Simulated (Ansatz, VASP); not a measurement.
# Cross-check of Ir (Iridium) between VASP and Ansatz

One calculation is typed for both programs; each brings its own data sets and cutoff. How far apart do they land? The cell comes out of the VASP series on this material, whose earlier steps may have relaxed, scaled or displaced it; both programs get it as it stands.

Program: Ansatz 0.2.0. Level of theory: plane waves, with VASP 6.6.1 beside it; relaxation of cell and atoms at PBEsol, spin-orbit coupling. Results are calculated unless marked as measured.

## Step 1: The structure

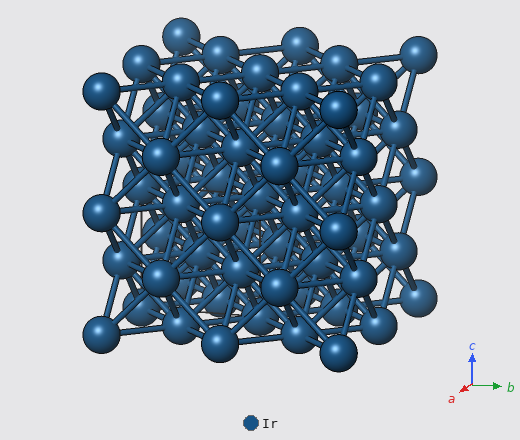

The cell as given, slightly off an axis (iridium blue). 2×2×2 cells are drawn. This picture shows the conventional cell, with its axes. Some periodic images of atoms are drawn too.

## Step 2: Ansatz: relaxation of cell and atoms, PBEsol, spin-orbit coupling

Ansatz runs on its fully relativistic PAW (standard-fr) files.

The relaxed volume is the usual yardstick between codes: its relative difference is about their pressure difference at one cell divided by the bulk modulus.

The input, input.yaml:

```yaml
crystal:
  lattice:
    - [0.0, 1.9188895371, 1.9188895371]
    - [1.9188895371, 0.0, 1.9188895371]
    - [1.9188895371, 1.9188895371, 0.0]
  atoms:
    - { symbol: Ir, position: [0.0, 0.0, 0.0] }
hamiltonian:
  xc: pbesol
  pseudopotentials: { kind: paw_fr }
magnetization:
  noncollinear: true
  spin_orbit: true
kpoints:
  mp_grid: { grid: [16, 16, 16] }
scf:
  occupations: { method: methfessel_paxton, width: 0.15 }
relax:
  f_tol: 0.01
  max_steps: 60
  cell: { stress_tol: 0.05 }
output:
  forces: true
  stress: true
```

On the command line:

```bash
$ ansatz run input.yaml --threads 4 --pin off --max-ram 9216MiB --backend cpu --events-out ev --progress --plain --runs-dir out
```

Numbers of over 12 decimals in the logs are rounded to 6 here.

The program printed:

```text
Engine: ansatz 0.2.0, aarch64-unknown-linux-gnu
Pseudopotentials: kind: paw_fr
Pseudopotential: Ir, paw_fr, valence charge 17, recommended cutoff 420 eV (normal), Ir.paw.azcp#standard-fr
Functional definition: PBEsol
  exchange = pbesol_x
  correlation = pbesol_c
non-collinear run that drives no moment, with spin-orbit: no starting moment large enough to seed its density (crystal.atoms[].spin), no starting occupations that ask for one, no magnetisation constraint and no magnetic field, so the semilocal B_xc is pinned to zero
Crystal: 1 atoms, lattice volume = 14.131 Å³
Basis set: ecut = 420 eV, 283 PW (Γ), exchange–correlation on 40×40×40 points (8 copies of the dense FFT grid, shifted against one another)
Bands: 26, of which v1, the nominal top of the filled ones, is band 17 counted from 1 (16 counted from 0)
Symmetry: 48 space group operations + 48 with time reversal
Magnetic group: BNS 225.117 (UNI 1619), of the structure as read, at distance tolerance 2.4e-5 Å
k-points: 145 of 4096
Projection manifold: j_resolved (fully-relativistic pseudo-atomic orbitals)
Non-local potential: Ir, projectors of the file, l = 0: 3, l = 1: 4, l = 2: 4, l = 3: 2
PAW form: soft (Blöchl's): semilocal exchange-correlation on the pseudo side does not see the compensation charge
PAW frozen core: Ir, regenerated for the run's functional, and the local potential with it (the file was generated under x = pbe(κ = 0.804, μ = 0.219515), c = pbe(β = 0.066725))
PAW one-centre angular grid: Ir, 590 points (default); XC on 64 Gauss nodes
Initial density: superposition of atomic densities (chi_scale 0.1, normalization cell)
Initial wavefunctions: pseudopotential atomic-orbital guess
Functional: x = pbesol(κ = 0.804, μ = 0.123457), c = pbesol(β = 0.046)
SCF iter   1: F=—  HF=-11830.371985 eV  |F-HF|=—  |Δ(HF+E_count)|=         —  Δρ=5.18e-2  dr2=2.80e-1  dr2_m=0.00e0 (ungated)  ethr=3.10e-3  |M|=0.00e0 ∫|m|=0.00e0 μB  |m|>n=0.0e0 m-floor=0.0e0 τ_xc=0.0e0  β_m=0.30  ⟨swp⟩=5.9  Hψ=8907  notcnv=0  defer=118
preconditioner: auto → none  [metal: Δε(μ)=0.009 eV  Ē_g=14.149 eV  σ=0.150 eV  W_gap=0.05  n_scr=0 (ndim 8)  ℏωp=29.6 eV  f_vac=0.000  D(μ)=1.68/eV (n_scr^D=26)]
SCF iter   2: F=—  HF=-11830.286570 eV  |F-HF|=—  |Δ(HF+E_count)|=   8.54e-2  S|Δr|=    0.00e0  Δρ=2.69e-2  dr2=5.05e-2  dr2_m=0.00e0 (ungated)  ethr=1.65e-3  |M|=0.00e0 ∫|m|=0.00e0 μB  |m|>n=0.0e0 m-floor=0.0e0 τ_xc=0.0e0  β_m=0.41  ⟨swp⟩=2.2  Hψ=2954  notcnv=0  defer=482
SCF iter   3: F=—  HF=-11830.268873 eV  |F-HF|=—  |Δ(HF+E_count)|=   1.77e-2  S|Δr|=    0.00e0  Δρ=9.37e-3  dr2=2.70e-3  dr2_m=0.00e0 (ungated)  ethr=2.97e-4  |M|=0.00e0 ∫|m|=0.00e0 μB  |m|>n=0.0e0 m-floor=0.0e0 τ_xc=0.0e0  β_m=0.64  ⟨swp⟩=2.0  Hψ=2387  notcnv=0  defer=482
SCF iter   4: F=—  HF=-11830.267689 eV  |F-HF|=—  |Δ(HF+E_count)|=   1.18e-3  S|Δr|=    0.00e0  Δρ=3.43e-4  dr2=1.13e-5  dr2_m=0.00e0 (ungated)  ethr=1.59e-5  |M|=0.00e0 ∫|m|=0.00e0 μB  |m|>n=0.0e0 m-floor=0.0e0 τ_xc=0.0e0  β_m=0.77  ⟨swp⟩=1.0  Hψ=1643  notcnv=0  defer=482
SCF iter   5: F=—  HF=-11830.267688 eV  |F-HF|=—  |Δ(HF+E_count)|=   1.54e-6  S|Δr|=    0.00e0  Δρ=5.95e-5  dr2=1.33e-7  dr2_m=0.00e0 (ungated)  ethr=6.64e-8  |M|=0.00e0 ∫|m|=0.00e0 μB  |m|>n=0.0e0 m-floor=0.0e0 τ_xc=0.0e0  β_m=0.86  ⟨swp⟩=2.0  Hψ=2851  notcnv=0  defer=482
SCF iter   6: F=-11830.267688 eV  HF=-11830.267688 eV  |F-HF|=2.06e-10  |Δ(HF+E_count)|=   3.12e-8  S|Δr|=    0.00e0  Δρ=4.31e-6  dr2=7.37e-10  dr2_m=0.00e0 (ungated)  ethr=5.88e-10  |M|=0.00e0 ∫|m|=0.00e0 μB  |m|>n=0.0e0 m-floor=0.0e0 τ_xc=0.0e0  ⟨swp⟩=3.4  Hψ=5056  notcnv=0
SCF 1 converged in 6 iterations: F = -11830.267688 eV  dr2 = 7.37e-10
  greatest PAW one-centre occupation: 1.000 electrons in one spin orbital (limit 2), on the Ir atom at site 0 (counted from 0), in its partial waves of l = 0
relax step   1: F+E_penalty+E_count = -11830.26768784 eV  Δ(F+E_penalty+E_count) = +0.000e0 eV  max|allowed force component| = 0.000e0 eV/Å  Δτ_max = 0.0000 Å  P = -1.382 GPa  Ω = 14.131 Å³  (6 SCF iters, dr2 threshold 1.00e-7 eV, accepted)
[...]
relax step   2: F+E_penalty+E_count = -11830.26726117 eV  Δ(F+E_penalty+E_count) = +4.267e-4 eV  max|allowed force component| = 0.000e0 eV/Å  Δτ_max = 0.0000 Å  P = +2.516 GPa  Ω = 13.987 Å³  energy of the carried Pulay correction = +6.413e-5 eV  (4 SCF iters, dr2 threshold 1.00e-7 eV, rejected (line search))
[...]
relax step   3: F+E_penalty+E_count = -11830.26793580 eV  Δ(F+E_penalty+E_count) = -2.480e-4 eV  max|allowed force component| = 0.000e0 eV/Å  Δτ_max = 0.0000 Å  P = -0.019 GPa  Ω = 14.080 Å³  energy of the carried Pulay correction = +2.281e-5 eV  (6 SCF iters, accepted)
[...]
relax step   4: F+E_penalty+E_count = -11830.26791623 eV  Δ(F+E_penalty+E_count) = +1.957e-5 eV  max|allowed force component| = 0.000e0 eV/Å  Δτ_max = 0.0000 Å  P = -0.016 GPa  Ω = 14.080 Å³  stress off target by 1.64e-2 GPa  SCF on the basis re-selected at this cell (its energy is not comparable with the rows above)  (3 SCF iters)
basis re-selected at this cell: Δ(F+E_penalty+E_count) = +1.957e-5 eV, ΔP = +0.002 GPa vs the last step (what re-selecting the basis moved, of the pressure what is left beyond the Pulay correction that the steps carried, after the strain that the cell walked since its last selection, with what the two solves' SCF thresholds leave and, on support functions, any second-order correction that the steps lacked; it is no measure of the basis error at this ecutwfc). This SCF's stress stands 1.64e-2 GPa from its target on what of the cell is left free (relax.cell.stress_tol is 5.00e-2 GPa) and its largest allowed force component is 0.00e0 eV/Å (relax.f_tol is 1.00e-2 eV/Å): [rest of the remark cut]
SCF converged after 3 iterations
Stability not checked: this state was not tested for a lower state beside it, because cold or Methfessel-Paxton smearing, or corrected tetrahedra, fill the levels in a way that the test cannot read (fill_not_monotonic; see scf.lower_state_search)
Magnetization: |M| = 0.0000 μB,  M = (+0.0000, +0.0000, +0.0000) μB
Absolute magnetization: 0.0000 μB (∫|m|)
  site 0: m = (+0.0000, +0.0000, +0.0000) μB, |m| = 0.0000 μB  (R = 1.12 Å)
Free energy (F): -11830.267916 eV
Harris-Foulkes:  -11830.267916 eV  (|F-HF|=9.09e-12)
Internal energy: -11830.265717 eV  (E = F + TS)
E sigma→0 (E₀):  -11830.267366 eV
Entropy (-TS):   -0.002200 eV (-2.200 meV/atom)
Fermi energy:    25.876394 eV
--- Per-component energies (eV) ---
  E_band       = -87.570256
  E_kinetic    = 622.705716
  E_local      = -1057.699008  (includes V_loc(G=0)·N_el)
  E_nonlocal   = 67.634108
  E_hartree    = 405.570842
  E_xc         = -266.452787
  E_vxc        = -299.744939  (∫ρ·V_xc dr)
  E_paw        = -9113.479998  (= ΣΔE_a)
  E_vpaw       = -231.607857  (= ΣTr[D̂ρ^β])
  E_aug_tail   = 0.000058  (compensation charges beyond the density's cutoff)
  E_ewald      = -2488.815115
  E_core_change = 0.270468  (= ΣΔE_core)
  E_smearing   = -0.002200  (= −TS)
  E_closure    = 0.000000  (closes the sum)
  Σ components = -11830.267916   (vs F -11830.267916, Δ=0.00e0)
--- Forces (eV/Å), atoms counted from 1 ---
  atom   1  Ir    -0.00000000    -0.00000000     0.00000000
  max |Σ_I F_I| component: 3.08e-32 eV/Å
--- Stress (GPa, compression-positive) ---
       -0.016415       0.000000      -0.000000
       -0.000000      -0.016415      -0.000000
       -0.000000       0.000000      -0.016415
  P = ⅓ Tr σ = -0.0164 GPa (-0.164 kbar)
--- Relaxed structure (3 steps of the walk, 2 accepted, 1 SCFs on fresh bases) ---
  F+E_penalty+E_count = -11830.26791623 eV   max|allowed force component| = 0.000e0 eV/Å   (the final SCF, on the basis selected at the relaxed cell)
  cell:  # Å, volume = 14.0799 Å³
    - [0, 1.916564, 1.916564]
    - [1.916564, 0, 1.916564]
    - [1.916564, 1.916564, 0]
  atoms:
    - { symbol: Ir, position: [0.0, 0.0, 0.0] }
```

The job ended after 6.9 s (4 threads of Arm Neoverse V1, shared host; peak memory 0.43 GiB).

## Step 3: VASP: relaxation of cell and atoms, PBEsol, spin-orbit coupling

The same cell, functional, mesh and smearing now go to VASP, with its own data sets and cutoff.

Lines of VASP's logs that name or quote its potential files are left out, and so is its time.

The input, INCAR:

```
SYSTEM = Ir
PREC = Accurate
ENCUT = 450
EDIFF = 1E-06
NELM = 100
ISMEAR = 1
SIGMA = 0.15
LREAL = .FALSE.
ALGO = Normal
GGA = PS
LNONCOLLINEAR = .TRUE.
MAGMOM = 0 0 0
NBANDS = 20
GGA_COMPAT = .FALSE.
LASPH = .TRUE.
LSORBIT = .TRUE.
LMAXMIX = 4
LORBIT = 11
LWAVE = .FALSE.
LCHARG = .FALSE.
KPAR = 8
IBRION = 2
NSW = 50
ISIF = 3
EDIFFG = -0.006
```

The input, POSCAR:

```
Ir
1.0
    0.0000000000      1.9188895371      1.9188895371
    1.9188895371      0.0000000000      1.9188895371
    1.9188895371      1.9188895371      0.0000000000
Ir
1
Direct
    0.0000000000      0.0000000000      0.0000000000
```

The input, KPOINTS:

```
Automatic mesh
0
Gamma
16 16 16
0 0 0
```

PAW data sets: Ir (PBE family, release 64).

On the command line:

```bash
$ mpirun -np 8 vasp_ncl
```

The program printed:

```text
[banner, memory and clock lines left out]
running    8 mpi-ranks, on    1 nodes
 distrk:  each k-point on    1 cores,    8 groups
 distr:  one band on    1 cores,    1 groups

 POSCAR found type information on POSCAR Ir
 POSCAR found :  1 types and       1 ions
|                                                                             |
|           W    W    AA    RRRRR   N    N  II  N    N   GGGG   !!!           |
|           W    W   A  A   R    R  NN   N  II  NN   N  G    G  !!!           |
|           W    W  A    A  R    R  N N  N  II  N N  N  G       !!!           |
|           W WW W  AAAAAA  RRRRR   N  N N  II  N  N N  G  GGG   !            |
|           WW  WW  A    A  R   R   N   NN  II  N   NN  G    G                |
|           W    W  A    A  R    R  N    N  II  N    N   GGGG   !!!           |
|                                                                             |
|     For optimal performance we recommend to set                             |
|       NCORE = 2 up to number-of-cores-per-socket                            |
|     NCORE specifies how many cores store one orbital (NPAR=cpu/NCORE).      |
|     This setting can greatly improve the performance of VASP for DFT.       |
|     The default, NCORE=1 might be grossly inefficient on modern             |
|     multi-core architectures or massively parallel machines. Do your        |
|     Unfortunately you need to use the default for GW and RPA                |
|     calculations (for HF NCORE is supported but not extensively tested      |
|     yet).                                                                   |
|                                                                             |

|                                                                             |
|               ----> ADVICE to this user running VASP <----                  |
|                                                                             |
|     You enforced a specific xc type in the INCAR file but a different       |
|     [... a line on the potential file left out ...]
|     I HOPE YOU KNOW WHAT YOU ARE DOING!                                     |
|                                                                             |

 LDA part: xc-table for (Slater+PW92), standard interpolation
 POSCAR, INCAR and KPOINTS ok, starting setup
 FFT: planning ... GRIDC
 FFT: planning ... GRID_SOFT
 FFT: planning ... GRID
 WAVECAR not read
 entering main loop
       N       E                     dE             d eps       ncg     rms          rms(c)
DAV:   1     0.678745373718E+02    0.67875E+02   -0.36063E+03  5848   0.790E+02
DAV:   2    -0.885377264466E+01   -0.76728E+02   -0.68099E+02  6052   0.249E+02
DAV:   3    -0.107832532217E+02   -0.19295E+01   -0.19021E+01  7024   0.461E+01
DAV:   4    -0.108082521607E+02   -0.24999E-01   -0.24984E-01  6608   0.456E+00
DAV:   5    -0.108089456442E+02   -0.69348E-03   -0.69346E-03  6796   0.782E-01    0.178E+01
DAV:   6    -0.102943071298E+02    0.51464E+00   -0.46201E-01  7048   0.115E+01    0.823E+00
DAV:   7    -0.101990415067E+02    0.95266E-01   -0.13522E-01  7704   0.562E+00    0.370E+00
DAV:   8    -0.101949129677E+02    0.41285E-02   -0.33589E-03  6280   0.592E-01    0.140E+00
DAV:   9    -0.101916987031E+02    0.32143E-02   -0.43934E-03  6492   0.101E+00    0.470E-01
DAV:  10    -0.101914351818E+02    0.26352E-03   -0.17644E-04  6508   0.205E-01    0.265E-02
DAV:  11    -0.101914363234E+02   -0.11416E-05   -0.10864E-06  7064   0.923E-03    0.158E-02
DAV:  12    -0.101914375414E+02   -0.12181E-05   -0.73159E-07  5632   0.945E-03    0.144E-03
DAV:  13    -0.101914375581E+02   -0.16680E-07   -0.40898E-08  3064   0.188E-03
   1 F= -.10191438E+02 E0= -.10190666E+02  d E =-.101914E+02  mag=     0.0000     0.0000     0.0000
 curvature:   0.00 expect dE= 0.000E+00 dE for cont linesearch  0.000E+00
 trial: gam= 0.00000 g(F)=  0.183E-65 g(S)=  0.585E-05 ort = 0.000E+00 (trialstep = 0.100E+01)
 search vector abs. value=  0.585E-05
 bond charge predicted
       N       E                     dE             d eps       ncg     rms          rms(c)
DAV:   1    -0.101914704567E+02   -0.32915E-04   -0.10439E-03  6356   0.530E-01    0.658E-02
DAV:   2    -0.101914338086E+02    0.36648E-04   -0.44447E-05  6500   0.118E-01    0.401E-02
DAV:   3    -0.101914299974E+02    0.38112E-05   -0.57424E-06  7424   0.372E-02    0.255E-02
DAV:   4    -0.101914299394E+02    0.58000E-07   -0.22677E-07  3048   0.738E-03
   2 F= -.10191430E+02 E0= -.10190662E+02  d E =0.761872E-05  mag=    -0.0000    -0.0000     0.0000
 trial-energy change:    0.000008  1 .order    0.000009   -0.000006    0.000024
 step:   0.1978(harm=  0.1978)  dis= 0.00000  next Energy=   -10.191438 (dE=-0.579E-06)
 bond charge predicted
       N       E                     dE             d eps       ncg     rms          rms(c)
DAV:   1    -0.101914653822E+02   -0.35385E-04   -0.65531E-04  6352   0.420E-01    0.517E-02
DAV:   2    -0.101914414296E+02    0.23953E-04   -0.28812E-05  6536   0.940E-02    0.317E-02
DAV:   3    -0.101914385852E+02    0.28444E-05   -0.36637E-06  7028   0.296E-02    0.203E-02
DAV:   4    -0.101914383966E+02    0.18859E-06   -0.13966E-07  3032   0.579E-03
   3 F= -.10191438E+02 E0= -.10190668E+02  d E =-.838513E-06  mag=     0.0000    -0.0000    -0.0000
 curvature:  -0.10 expect dE=-0.196E-07 dE for cont linesearch -0.196E-07
 trial: gam=-0.15023 g(F)=  0.837E-69 g(S)=  0.198E-06 ort = 0.108E-05 (trialstep = 0.840E+00)
 search vector abs. value=  0.683E-08
 reached required accuracy - stopping structural energy minimisation
```

(Continued in part 2 of 2.)

[Lines on the potential files, build, host, timing and source positions are cut from VASP's logs without a mark.]

[Logs are printed without paths, hosts, clocks, repeated set-up lines and the standing remarks that a program may print on its own settings, such as how far it seeks lower states.]

[Hosts, paths, dates, database ids (printed as entryN), source tags and the programs' standing remarks are cut or masked in the printed files.]
